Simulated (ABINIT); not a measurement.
# MgSiSe3 (Pm-3m): phonons by linear response, part 5 of 5

How does MgSiSe3 (Pm-3m) vibrate, and is this structure a minimum?

ABINIT 10.8.3; DFT LDA, scalar-relativistic, plane waves, HGH norm-conserving pseudopotentials.

So far. Step 6 (Zone-centre response): The acoustic modes at Γ come out as far as 1.4 cm⁻¹ from zero, where they should vanish, a small numerical error. The lowest optical mode is imaginary, 142i cm⁻¹, an instability at this level and on this k mesh. Step 7 (Modes with the sum rule): The rule moves no optical mode by more than 0.1 cm⁻¹. The relaxed cell has a = 4.759 Å (conventional setting).

The structure was built from a prototype and need not be the compound's stable phase.

### Step 9. Phonons on a q mesh

Linear response treats each wavevector in the unit cell, with no supercell; the 2×2×2 mesh fixes the range of the force constants to be had.

Contents of dfpt_q.abi:

```
ndtset 3

# wavevectors
qpt1 0.5 0.0 0.0
qpt2 0.5 0.5 0.0
qpt3 0.5 0.5 0.5

# displacements
getwfk_filepath "gso_WFK"
getwfq_filepath "gso_WFK"
kptopt 3
nqpt 1
rfphon 1
rfatpol 1 5
rfdir 1 1 1
tolvrs 1.0d-10
prtwf 0

# basis, mesh and filling
ecut 30.0
ixc 7
ngkpt 6 6 6
nshiftk 1
shiftk 0.0 0.0 0.0
istwfk *1
occopt 6
tsmear 0.01
nband 19
nstep 100
diemac 1000000.0
prtebands 0
prtgsr 0
useylm 1

# cell and atoms
acell 8.992956408 8.992956408 8.992956408
rprim 
    1.0 0.0 0.0
    0.0 1.0 0.0
    0.0 0.0 1.0
ntypat 3
znucl 12 14 34
natom 5
typat 1 2 3 3 3
xred 
    0.0 0.0 0.0
    0.5 0.5 0.5
    0.5 0.5 0.0
    0.5 0.0 0.5
    0.0 0.5 0.5
pp_dirpath "./pseudo"
pseudos "Mg.hgh, Si.hgh, Se.hgh"
```

Run with:

```bash
OMP_NUM_THREADS=1 mpirun -n 4 abinit dfpt_q.abi > dfpt_q.log
```

Numbers of over 12 decimals in the logs are rounded to 6 here.

dfpt_q.abo, the main output file:

```text
[banners, grids, parts of the stress and lines that vanish by symmetry left out]
- input  file    -> dfpt_q.abi
- output file    -> dfpt_q.abo
- root for input  files -> dfpt_qi
[...]
DATASET    1 : space group Pm -3 m (#221); Bravais cP (primitive cubic)
[...]
nfft =      110592          nkpt =         216
[...]
DATASET    2 : space group Pm -3 m (#221); Bravais cP (primitive cubic)
[...]
nfft =      110592          nkpt =         216
[...]
DATASET    3 : space group Pm -3 m (#221); Bravais cP (primitive cubic)
[...]
nfft =      110592          nkpt =         216
[...]
== DATASET  1 ==================================================================
[...]
cutoff_energies: {ecut:  30.0, pawecutdg:  -1.0, }
[...]
Exchange-correlation functional for the present dataset will be:
  LDA: Perdew-Wang 92 LSD fit to Ceperley-Alder data - ixc=7
[...]
Perturbation : displacement of atom   1   along direction   1
[...]
-ETOT  1   1153.1302361413      1.138E+03 1.038E+00 1.798E+07
 ETOT  2   1695.8765957414      5.427E+02 3.744E+00 2.337E+07
 ETOT  3   23.352818254637     -1.673E+03 1.017E+00 3.427E+05
 ETOT  4  0.388714     -2.296E+01 1.587E-02 1.676E+04
 ETOT  5 -0.598312     -9.870E-01 1.943E-03 6.994E+00
[...]
At SCF step   14       vres2   =  1.13E-11 < tolvrs=  1.00E-10 =>converged.
[...]
Perturbation : displacement of atom   1   along direction   2
[...]
-ETOT  1   1.066309     -7.413E+00 1.235E-01 9.769E+03
[...]
At SCF step   12       vres2   =  1.81E-12 < tolvrs=  1.00E-10 =>converged.
[...]
Perturbation : displacement of atom   2   along direction   1
[...]
-ETOT  1   2257.8461363517      2.098E+03 3.044E+00 3.522E+07
[...]
At SCF step   13       vres2   =  8.16E-11 < tolvrs=  1.00E-10 =>converged.
[...]
Perturbation : displacement of atom   2   along direction   2
[...]
-ETOT  1   92.331017041341     -4.199E+01 1.222E+00 3.440E+05
[...]
At SCF step   12       vres2   =  4.25E-12 < tolvrs=  1.00E-10 =>converged.
[...]
Perturbation : displacement of atom   3   along direction   1
[...]
-ETOT  1   4481.3762418998      3.945E+03 6.689E+00 7.317E+07
[...]
Perturbation : displacement of atom   3   along direction   2
[...]
-ETOT  1   207.67709447427     -2.701E+02 9.987E-01 8.250E+05
[...]
Perturbation : displacement of atom   3   along direction   3
[...]
-ETOT  1   305.14897546601     -1.859E+02 2.033E+00 1.129E+06
[...]
Perturbation : displacement of atom   5   along direction   1
[...]
-ETOT  1   13141.704417737      1.259E+04 1.873E+01 2.079E+08
[...]
Perturbation : displacement of atom   5   along direction   2
[...]
-ETOT  1   189.53357935963     -2.882E+02 1.525E+00 7.452E+05
[...]
Phonon wavevector (reduced coordinates) :  0.50000  0.00000  0.00000
 Phonon energies in Hartree :
[...]
Phonon frequencies in cm-1    :
- -1.675794E+02 -1.303169E+02 -1.303169E+02 -1.090433E+02 -9.033791E+01
- -7.560729E+01 -7.560729E+01 -3.524512E+01 -3.524512E+01  5.155664E+01
-  5.155664E+01  2.056742E+02  2.607637E+02  2.607637E+02  3.022736E+02
[...]
== DATASET  2 ==================================================================
[...]
cutoff_energies: {ecut:  30.0, pawecutdg:  -1.0, }
[...]
Exchange-correlation functional for the present dataset will be:
  LDA: Perdew-Wang 92 LSD fit to Ceperley-Alder data - ixc=7
[...]
Perturbation : displacement of atom   1   along direction   1
[...]
-ETOT  1   71.209274230334      5.938E+01 2.931E-01 6.177E+05
[...]
Perturbation : displacement of atom   1   along direction   3
[...]
-ETOT  1  2.05889533059729E-02 -8.232E+00 1.261E-01 3.957E+03
[...]
Perturbation : displacement of atom   2   along direction   1
[...]
-ETOT  1   745.47840346587      5.978E+02 3.145E+00 5.798E+06
[...]
Perturbation : displacement of atom   2   along direction   3
[...]
-ETOT  1   77.925517436919     -5.548E+01 3.603E+00 2.627E+05
[...]
Perturbation : displacement of atom   3   along direction   1
[...]
-ETOT  1   1175.0689422339      6.672E+02 3.720E+00 1.015E+07
[...]
Perturbation : displacement of atom   3   along direction   3
[...]
-ETOT  1   268.65575306530     -2.204E+02 1.348E+00 9.096E+05
[...]
Perturbation : displacement of atom   4   along direction   1
[...]
-ETOT  1   927.00240777959      4.191E+02 4.584E+00 7.793E+06
[...]
Perturbation : displacement of atom   4   along direction   2
[...]
-ETOT  1   2091.7255062314      1.571E+03 3.611E+00 1.745E+07
[...]
Perturbation : displacement of atom   4   along direction   3
[...]
-ETOT  1   166.76882141142     -3.089E+02 1.134E+00 6.054E+05
[...]
Phonon wavevector (reduced coordinates) :  0.50000  0.50000  0.00000
 Phonon energies in Hartree :
[...]
Phonon frequencies in cm-1    :
- -1.364349E+02 -1.364349E+02 -1.102246E+02 -1.059197E+02 -6.990557E+01
- -6.990557E+01 -6.510412E+01 -6.510412E+01  2.127991E+01  8.709308E+01
-  1.915017E+02  2.216346E+02  2.677414E+02  3.184089E+02  3.184089E+02
[...]
== DATASET  3 ==================================================================
[...]
cutoff_energies: {ecut:  30.0, pawecutdg:  -1.0, }
[...]
Exchange-correlation functional for the present dataset will be:
  LDA: Perdew-Wang 92 LSD fit to Ceperley-Alder data - ixc=7
[...]
Perturbation : displacement of atom   1   along direction   1
[...]
-ETOT  1   14.881121481017      4.247E+00 1.770E-01 1.041E+05
[...]
Perturbation : displacement of atom   2   along direction   1
[...]
-ETOT  1   535.54009514713      3.926E+02 4.655E+00 2.970E+06
[...]
Perturbation : displacement of atom   3   along direction   1
[...]
-ETOT  1   473.15890983127     -2.398E+01 2.650E+00 2.862E+06
[...]
At SCF step   12       vres2   =  1.04E-11 < tolvrs=  1.00E-10 =>converged.
[...]
Perturbation : displacement of atom   3   along direction   3
[...]
-ETOT  1   1126.1200322782      6.157E+02 4.951E+00 6.639E+06
[...]
ETOT 10   10.460708770613     -1.053E-10 4.073E-09 1.774E-09
 ETOT 11   10.460708770617      3.240E-12 7.566E-10 1.603E-11
 At SCF step   11       vres2   =  1.60E-11 < tolvrs=  1.00E-10 =>converged.
[...]
Phonon wavevector (reduced coordinates) :  0.50000  0.50000  0.50000
 Phonon energies in Hartree :
[...]
Phonon frequencies in cm-1    :
- -1.356646E+02 -1.356646E+02 -1.356646E+02 -1.145965E+02 -1.145965E+02
- -1.145965E+02  7.510331E+01  7.510331E+01  7.510331E+01  1.947695E+02
-  1.947695E+02  2.323590E+02  3.378141E+02  3.378141E+02  3.378141E+02
[...]
strten2     0.0000000000E+00  0.0000000000E+00  0.0000000000E+00
           strten3     0.0000000000E+00  0.0000000000E+00  0.0000000000E+00
================================================================================
```

Wall time 48 min (4 MPI ranks of Arm Neoverse V1, shared host).

This step gave:

- lowest mode on the q mesh (acoustic ones at the zone centre apart): -167.6 cm⁻¹

Frequencies (cm⁻¹) before the sum rule at the irreducible wavevectors but Γ, which is solved apart; negative means imaginary. Frequencies by wavevector:

```csv
q (fractions),star,mode 1,mode 2,mode 3,mode 4,mode 13,mode 14,mode 15
0.5 0 0,3,-167.6,-130.3,-130.3,-109,260.8,260.8,302.3
0.5 0.5 0,3,-136.4,-136.4,-110.2,-105.9,267.7,318.4,318.4
0.5 0.5 0.5,1,-135.7,-135.7,-135.7,-114.6,337.8,337.8,337.8
```

### Step 10. Dispersion

anaddb transforms the dynamical matrices to force constants and back along the path; points of the mesh come back as solved, but for the sum rule and, in polar crystals, the LO-TO term at Γ; the rest is interpolation.

Contents of anaddb.abi:

```
ddb_filepath "all_DDB"
output_file "anaddb.abo"
outdata_prefix "anaddb"
ifcflag 1
ngqpt 2 2 2
nqshft 1
q1shft 0.0 0.0 0.0
asr 1
chneut 0
dipdip 0
dipquad 0
quadquad 0
enunit 0
eivec 0
nph1l 62
qph1l 
    0.0 0.0 0.0 1.0
    0.0 0.05 0.0 1.0
    0.0 0.1 0.0 1.0
    0.0 0.15 0.0 1.0
    0.0 0.2 0.0 1.0
    0.0 0.25 0.0 1.0
    0.0 0.3 0.0 1.0
    0.0 0.35 0.0 1.0
    0.0 0.4 0.0 1.0
    0.0 0.45 0.0 1.0
    0.0 0.5 0.0 1.0
    0.05 0.5 0.0 1.0
    0.1 0.5 0.0 1.0
    0.15 0.5 0.0 1.0
    0.2 0.5 0.0 1.0
    0.25 0.5 0.0 1.0
    0.3 0.5 0.0 1.0
    0.35 0.5 0.0 1.0
    0.4 0.5 0.0 1.0
    0.45 0.5 0.0 1.0
    0.5 0.5 0.0 1.0
    0.45 0.45 0.0 1.0
    0.4 0.4 0.0 1.0
    0.35 0.35 0.0 1.0
    0.3 0.3 0.0 1.0
    0.25 0.25 0.0 1.0
    0.2 0.2 0.0 1.0
    0.15 0.15 0.0 1.0
    0.1 0.1 0.0 1.0
    0.05 0.05 0.0 1.0
    0.0 0.0 0.0 1.0
    0.05 0.05 0.05 1.0
    0.1 0.1 0.1 1.0
    0.15 0.15 0.15 1.0
    0.2 0.2 0.2 1.0
    0.25 0.25 0.25 1.0
    0.3 0.3 0.3 1.0
    0.35 0.35 0.35 1.0
    0.4 0.4 0.4 1.0
    0.45 0.45 0.45 1.0
    0.5 0.5 0.5 1.0
    0.45 0.5 0.45 1.0
    0.4 0.5 0.4 1.0
    0.35 0.5 0.35 1.0
    0.3 0.5 0.3 1.0
    0.25 0.5 0.25 1.0
    0.2 0.5 0.2 1.0
    0.15 0.5 0.15 1.0
    0.1 0.5 0.1 1.0
    0.05 0.5 0.05 1.0
    0.0 0.5 0.0 1.0
    0.5 0.5 0.5 1.0
    0.5 0.5 0.45 1.0
    0.5 0.5 0.4 1.0
    0.5 0.5 0.35 1.0
    0.5 0.5 0.3 1.0
    0.5 0.5 0.25 1.0
    0.5 0.5 0.2 1.0
    0.5 0.5 0.15 1.0
    0.5 0.5 0.1 1.0
    0.5 0.5 0.05 1.0
    0.5 0.5 0.0 1.0
```

Contents of mrgddb.in:

```
all_DDB
merged
4
dfpt_gammao_DDB
dfpt_qo_DS1_DDB
dfpt_qo_DS2_DDB
dfpt_qo_DS3_DDB
```

Run with:

```bash
mrgddb < mrgddb.in > mrgddb.log
OMP_NUM_THREADS=1 anaddb anaddb.abi > anaddb.log
```

anaddb.abo, the main output file:

```text
[banners, grids, parts of the stress and lines that vanish by symmetry left out]
-outvars_anaddb: echo values of input variables ----------------------

 Flags :
[...]
Phonon wavevector (reduced coordinates) :  0.00000  0.00000  0.00000
 Phonon energies in Hartree :
[...]
Phonon frequencies in cm-1    :
- -1.415590E+02 -1.415590E+02 -1.415590E+02 -1.411839E+02 -1.411839E+02
- -1.411839E+02 -5.416302E+01 -5.416302E+01 -5.416302E+01  0.000000E+00
-  0.000000E+00  0.000000E+00  2.587215E+02  2.587215E+02  2.587215E+02
[...]
Phonon wavevector (reduced coordinates) :  0.00000  0.05000  0.00000
 Phonon energies in Hartree :
[...]
Phonon frequencies in cm-1    :
- -1.418887E+02 -1.412622E+02 -1.412622E+02 -1.407419E+02 -1.401856E+02
- -1.401856E+02 -5.329927E+01 -5.329927E+01 -4.844009E+01  8.290136E+00
-  8.290136E+00  2.234239E+01  2.587767E+02  2.587767E+02  2.594692E+02
[...]
Phonon wavevector (reduced coordinates) :  0.00000  0.10000  0.00000
 Phonon energies in Hartree :
[...]
Phonon frequencies in cm-1    :
- -1.439145E+02 -1.404462E+02 -1.404462E+02 -1.384591E+02 -1.371752E+02
- -1.371752E+02 -5.073272E+01 -5.073272E+01 -4.493579E+01  1.628577E+01
-  1.628577E+01  5.759396E+01  2.589353E+02  2.589353E+02  2.617029E+02
[...]
Phonon wavevector (reduced coordinates) :  0.00000  0.15000  0.00000
 Phonon energies in Hartree :
[...]
Phonon frequencies in cm-1    :
- -1.470142E+02 -1.391875E+02 -1.391875E+02 -1.350590E+02 -1.322510E+02
- -1.322510E+02 -5.005462E+01 -4.655464E+01 -4.655464E+01  2.371733E+01
-  2.371733E+01  9.292806E+01  2.591783E+02  2.591783E+02  2.653877E+02
[...]
Phonon wavevector (reduced coordinates) :  0.00000  0.20000  0.00000
 Phonon energies in Hartree :
[...]
Phonon frequencies in cm-1    :
- -1.508294E+02 -1.376110E+02 -1.376110E+02 -1.308783E+02 -1.255709E+02
- -1.255709E+02 -5.781826E+01 -4.099286E+01 -4.099286E+01  3.037583E+01
[...]
Phonon wavevector (reduced coordinates) :  0.00000  0.25000  0.00000
 Phonon energies in Hartree :
[...]
Phonon frequencies in cm-1    :
[...]
Phonon wavevector (reduced coordinates) :  0.00000  0.30000  0.00000
 Phonon energies in Hartree :
[...]
Phonon frequencies in cm-1    :
[...]
Phonon wavevector (reduced coordinates) :  0.00000  0.35000  0.00000
 Phonon energies in Hartree :
[...]
Phonon frequencies in cm-1    :
[...]
Phonon wavevector (reduced coordinates) :  0.00000  0.40000  0.00000
 Phonon energies in Hartree :
[...]
Phonon frequencies in cm-1    :
[...]
Phonon wavevector (reduced coordinates) :  0.00000  0.45000  0.00000
 Phonon energies in Hartree :
[...]
Phonon frequencies in cm-1    :
[...]
Phonon wavevector (reduced coordinates) :  0.00000  0.50000  0.00000
 Phonon energies in Hartree :
[...]
Phonon frequencies in cm-1    :
[...]
Phonon wavevector (reduced coordinates) :  0.05000  0.50000  0.00000
 Phonon energies in Hartree :
[...]
Phonon frequencies in cm-1    :
[...]
Phonon wavevector (reduced coordinates) :  0.10000  0.50000  0.00000
 Phonon energies in Hartree :
[...]
Phonon frequencies in cm-1    :
[...]
Phonon wavevector (reduced coordinates) :  0.15000  0.50000  0.00000
 Phonon energies in Hartree :
[...]
Phonon frequencies in cm-1    :
[...]
Phonon wavevector (reduced coordinates) :  0.25000  0.25000  0.25000
 Phonon energies in Hartree :
[...]
Phonon frequencies in cm-1    :
[...]
-  1.561640E+02  1.762885E+02  2.840368E+02  2.840368E+02  2.880426E+02
  Phonon wavevector (reduced coordinates) :  0.30000  0.30000  0.30000
 Phonon energies in Hartree :
[...]
Phonon frequencies in cm-1    :
- -1.299754E+02 -1.299754E+02 -1.237696E+02 -1.150327E+02 -1.090341E+02
- -1.090341E+02  1.847026E+01  2.981391E+01  2.981391E+01  1.738028E+02
-  1.738028E+02  1.995412E+02  2.977605E+02  2.977605E+02  3.007817E+02
  Phonon wavevector (reduced coordinates) :  0.35000  0.35000  0.35000
 Phonon energies in Hartree :
[...]
Phonon frequencies in cm-1    :
- -1.306854E+02 -1.306854E+02 -1.218508E+02 -1.200970E+02 -1.096673E+02
- -1.096673E+02  4.896974E+01  4.979338E+01  4.979338E+01  1.848087E+02
[...]
Phonon wavevector (reduced coordinates) :  0.40000  0.40000  0.40000
 Phonon energies in Hartree :
[...]
Phonon frequencies in cm-1    :
[...]
Phonon wavevector (reduced coordinates) :  0.45000  0.45000  0.45000
 Phonon energies in Hartree :
[...]
Phonon frequencies in cm-1    :
[...]
Phonon wavevector (reduced coordinates) :  0.50000  0.50000  0.50000
 Phonon energies in Hartree :
[...]
Phonon frequencies in cm-1    :
[...]
Phonon wavevector (reduced coordinates) :  0.50000  0.50000  0.05000
 Phonon energies in Hartree :
[...]
Phonon frequencies in cm-1    :
[...]
Phonon wavevector (reduced coordinates) :  0.50000  0.50000  0.00000
 Phonon energies in Hartree :
[...]
Phonon frequencies in cm-1    :
[...]
- -6.991347E+01 -6.512350E+01 -6.512350E+01  2.122052E+01  8.708754E+01
-  1.914958E+02  2.216295E+02  2.677395E+02  3.184093E+02  3.184093E+02
-
```

Run time: 0.53 s. Hardware: 1 thread.

This step gave:

* lowest frequency on the path: -167.6 cm⁻¹

Anaddb. Phonon branches along the path, in cm⁻¹:

```csv
point,branch 1,branch 2,branch 3,branch 4,branch 12,branch 13,branch 14,branch 15
Γ,-142,-142,-142,-141,0,259,259,259
X,-168,-130,-130,-109,206,261,261,302
M,-136,-136,-110,-106,222,268,318,318
Γ,-142,-142,-142,-141,0,259,259,259
R,-136,-136,-136,-115,232,338,338,338
X,-168,-130,-130,-109,206,261,261,302
jump to R,-136,-136,-136,-115,232,338,338,338
M,-136,-136,-110,-106,222,268,318,318
```

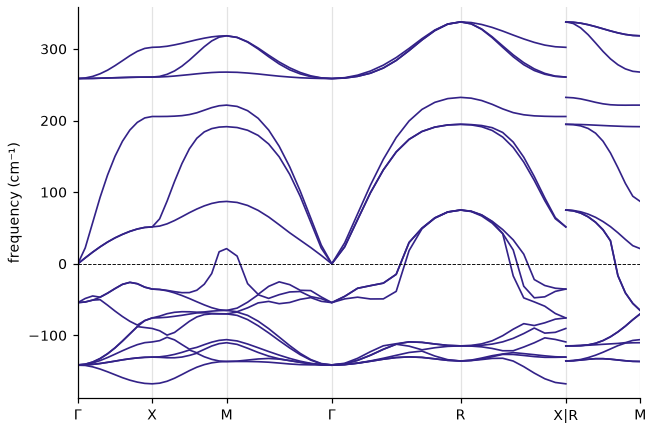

Phonon branches along the path.

The path dips to 168i cm⁻¹.

### Step 11. Sums over the zone

Sums over the zone need many more wavevectors than were solved, so the interpolation is sampled on a dense mesh.

Contents of anaddb.abi:

```
ddb_filepath "all_DDB"
output_file "anaddb.abo"
outdata_prefix "anaddb"
ifcflag 1
ngqpt 2 2 2
nqshft 1
q1shft 0.0 0.0 0.0
asr 1
chneut 0
dipdip 0
dipquad 0
quadquad 0
prtdos 2
ng2qpt 9 9 9
dosdeltae 4.5563e-06
ntemper 11
temperinc 100.0
tempermin 0.0
```

Run with:

```bash
OMP_NUM_THREADS=1 anaddb anaddb.abi > anaddb.log
```

anaddb.abo, the main output file:

```text
-outvars_anaddb: echo values of input variables ----------------------

 Flags :
     ifcflag         1
 Miscellaneous information :
         asr         1
      chneut         0
 Interatomic Force Constants Inputs :
      dipdip         0
     dipquad         0
    quadquad         0
      ifcana         0
      ifcout         0
 Description of grid 1 :
        brav         1
       ngqpt         2         2         2
      nqshft         1
      q1shft
                     0.00000000E+00  0.00000000E+00  0.00000000E+00
 Phonon DOS information :
   dosdeltae  4.55630000E-06
    dossmear  4.55633525E-06
 Description of grid 2 (Fourier interp. or BZ sampling):
      ng2qpt         9         9         9
      ngrids         4
      q2shft         0.00000000E+00  0.00000000E+00  0.00000000E+00

================================================================================

 read the DDB information and perform some checks

  ==== Info on the Cryst% object ====
 Real(R)+Recip(G) space primitive vectors, cartesian coordinates (Bohr,Bohr^-1):
 R(1)=  8.9929564  0.0000000  0.0000000  G(1)=  0.1111981  0.0000000  0.0000000
 R(2)=  0.0000000  8.9929564  0.0000000  G(2)=  0.0000000  0.1111981  0.0000000
 R(3)=  0.0000000  0.0000000  8.9929564  G(3)=  0.0000000  0.0000000  0.1111981
 Unit cell volume ucvol=  7.2728975E+02 bohr^3
 Angles (23,13,12)=  9.00000000E+01  9.00000000E+01  9.00000000E+01 degrees
 Time-reversal symmetry is present
 Reduced atomic positions [iatom, xred, symbol]:
    1)    0.0000000  0.0000000  0.0000000  Mg
    2)    0.5000000  0.5000000  0.5000000  Si
    3)    0.5000000  0.5000000  0.0000000  Se
    4)    0.5000000  0.0000000  0.5000000  Se
    5)    0.0000000  0.5000000  0.5000000  Se

 DDB file with 4 blocks has been read.

================================================================================

 Calculation of the interatomic forces

       Homogeneous q point set in the B.Z.
 Grid q points  :        8
  1)   0.00000000E+00  0.00000000E+00  0.00000000E+00
  2)   5.00000000E-01  0.00000000E+00  0.00000000E+00
  3)   0.00000000E+00  5.00000000E-01  0.00000000E+00
  4)   5.00000000E-01  5.00000000E-01  0.00000000E+00
  5)   0.00000000E+00  0.00000000E+00  5.00000000E-01
  6)   5.00000000E-01  0.00000000E+00  5.00000000E-01
  7)   0.00000000E+00  5.00000000E-01  5.00000000E-01
  8)   5.00000000E-01  5.00000000E-01  5.00000000E-01

 The interatomic forces have been obtained

================================================================================

 Calculation of phonon density of states

 Average speed of sound partial sums:     0.2561294062E-02 (at units)
-                                   =           5.6033 [km/s]

 Debye frequency from partial sums:     0.1110130263E-02 (Ha)
-                                 =     0.7304306244E+01 (THz)
-Debye temperature from partial sums:     0.3505514115E+03 (K)

 Average speed of sound:     0.4656623321E-04 (at units)
-                      =           0.1019 [km/s]

 Debye frequency from DOS:     0.2018299480E-04 (Ha)
-                        =     0.1327977264E+00 (THz)
-Debye temperature from DOS:     0.6373285684E+01 (K)

-
```

Wall time 0.71 s (1 thread).

Read from the output:

```yaml
share_of_modes_beyond_3i_cm_minus1_on_the_dense_interpolated_mesh: 0.5483
```

The phonon density of states has structure finer than the step of the table below, so its rows give means over 25 cm⁻¹, whole bins alone (the curve runs from -198 to 366 cm⁻¹). Peaks (cm⁻¹: height): -131.6: 0.222, -32.6: 0.0653, 204.4: 0.0451, 264.4: 0.101.

Tetrahedra. Phonon density of states against wavenumber; means over each step:

```csv
wavenumber (cm⁻¹),phonon density of states (1/cm⁻¹/cell)
-175,6.2e-4
-150,0.0283
-125,0.137
-100,0.0577
-75,0.0243
-50,0.0320
-25,0.0439
0,0.0120
25,0.0118
50,0.0171
75,0.0159
100,0.0142
125,0.0111
150,0.0163
175,0.0225
200,0.0267
225,0.00868
250,0.00916
275,0.0540
300,0.0381
325,0.0185
350,0
```

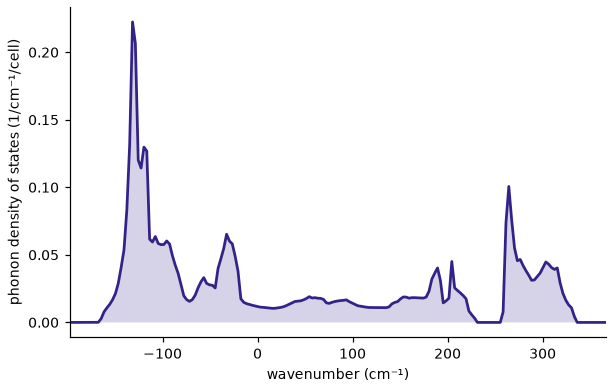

Phonon density of states against wavenumber.

### Step 12. Outcome

```json
{
  "space group after relaxation": "Pm-3m",
  "volume per atom": "21.6 Å³",
  "highest optical zone-centre mode (no LO-TO term)": "258.7 cm⁻¹",
  "lowest optical zone-centre mode": "-141.6 cm⁻¹",
  "q mesh": "2×2×2",
  "lowest mode on the q mesh (acoustic ones at the zone centre apart)": "-167.6 cm⁻¹",
  "imaginary modes on the q mesh": "yes"
}
```

MgSiSe3 (Pm-3m) is unstable: a mode solved on the 2×2×2 mesh is imaginary, 168i cm⁻¹; its spectrum reaches 338 cm⁻¹. At the LDA level the optical modes of MgSiSe3 (Pm-3m) at the zone centre run from 142i to 259 cm⁻¹, so the structure is a saddle point, with 9 modes beyond 10i cm⁻¹ there. The most unstable solved mode lies at q = (0.5, 0, 0), on the zone boundary, so the distortion that it points to doubles the cell. These are harmonic frequencies at zero temperature: anharmonic shifts and linewidths and thermal expansion are left out. The HGH files keep few electrons and have no core correction, which is cheap but rough for Mg. In a metal the frequencies hang on the k mesh and the smearing, most of all near Kohn anomalies. The structure is a hypothetical one, built on a prototype.

[Host names and launcher messages were left out of these logs when they were recorded.]

[Logs are printed without paths, hosts, clocks, repeated set-up lines and the standing remarks that a program may print on its own settings, such as how far it seeks lower states.]

[Hosts, paths, dates, database ids (printed as entryN), source tags and the programs' standing remarks are cut or masked in the printed files.]
